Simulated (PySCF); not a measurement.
```yaml
atoms:
  - { symbol: C, position_ang: [2.5706, 0.0917, 0.0009] }
  - { symbol: O, position_ang: [1.5000, 0.5443, 0.7914] }
  - { symbol: B, position_ang: [0.3175, -0.1146, 0.9901] }
  - { symbol: F, position_ang: [0.1727, -0.8215, 2.1332] }
  - { symbol: N, position_ang: [-0.7860, -0.0315, 0.1408] }
  - { symbol: C, position_ang: [-2.0542, -0.6787, 0.4036] }
  - { symbol: C, position_ang: [-0.7877, 0.7463, -1.0792] }
  - { symbol: H, position_ang: [3.0386, -0.7923, 0.4472] }
  - { symbol: H, position_ang: [3.3019, 0.8999, -0.0441] }
  - { symbol: H, position_ang: [2.2443, -0.1591, -1.0149] }
  - { symbol: H, position_ang: [-1.9876, -1.2447, 1.3279] }
  - { symbol: H, position_ang: [-2.8485, 0.0672, 0.4969] }
  - { symbol: H, position_ang: [-2.3076, -1.3570, -0.4163] }
  - { symbol: H, position_ang: [0.1486, 1.2912, -1.1611] }
  - { symbol: H, position_ang: [-1.6131, 1.4635, -1.0655] }
  - { symbol: H, position_ang: [-0.9093, 0.0953, -1.9509] }
```

Geometry: GFN2-xTB.

The calculation used PySCF, B3LYP/pcSseg-1, SCF density, gas phase, non-relativistic.

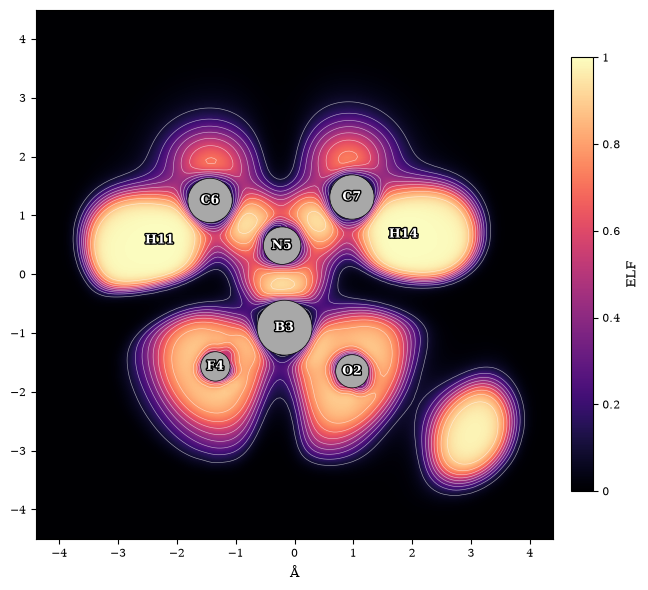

C3H9BFNO. Electron localisation function on the plane of atoms O2, B3 and N5. Grey discs cover the atomic cores.

Interpret the plot.

- The plane passes through O, B, F, N, C and H nuclei.
- B–F (1.35 Å): the ELF peaks at about 0.85 between the atoms (a polar covalent bond).
- B–O (1.37 Å): the ELF peaks at about 0.90 between the atoms, as expected for a short, strongly polar bond.
- B–N (1.39 Å): the ELF peaks at about 0.90 between the atoms; a short, strongly polar bond.
- C–N (1.45 Å): the ELF peaks at about 0.95 between the atoms; a shared electron pair.
- C–H (1.09 Å): the ELF climbs to about 1 towards the hydrogen, as it does in any bond to H (a covalent bond by its length).
- The ELF also peaks beside O2 and F4, away from the bonds: lone-pair regions.
